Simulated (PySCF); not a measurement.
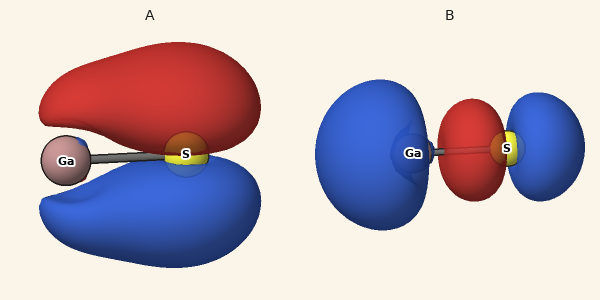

The picture shows: GaS (doublet). Two frontier α-spin orbitals, each drawn at the value that holds 80 % of its norm (red and blue are the two phases), in no order; of a degenerate pair one member is drawn.

Theory: PBE0/6-31G(d,p), non-relativistic, at a bond length of 2.085 Å in PySCF.

### Name the orbitals and rank them from lowest to highest energy.

Orbital B: σ, occupied in this spin, −7.65 eV; shared between the atoms (Ga 60 %, S 40 %).
Orbital A: π, occupied in this spin, −7.30 eV; mainly on S (80 %).
